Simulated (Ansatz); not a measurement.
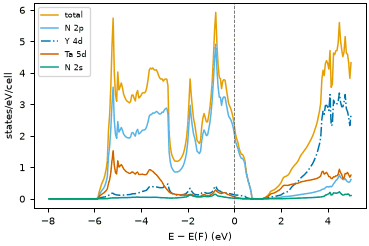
*Total and projected density of states of YTaN3 (cubic perovskite, Pm-3m), r²SCAN in the plane-wave PAW code Ansatz*

Q: Which orbitals carry the states next to the Fermi level?

A: Within 0.5 eV of the Fermi level: N 2p 88 %, Y 4d 6 %. Projections are on Löwdin-orthogonalised atomic valence shells; empty p or d shells of many metals are not among them.

Q: Where is the tallest occupied peak in this window, and what makes it?

A: Near -0.8 eV, about 5.9 states/eV per cell; the largest projected share is N 2p.

The start of the workflow was typed in or built on a structure type; neither database checked (COD, Materials Project) lists it. Its standing as an ambient phase is unchecked. The cell was relaxed with r²SCAN under the symmetry of its start; its stability against distortions is not shown here. No spin polarisation was allowed. With an odd number of electrons in the cell and no spin polarisation, the count alone makes it a metal. Spin–orbit coupling is left out wherever it is not named.

Potentials: the later of the program's two PAW sets.
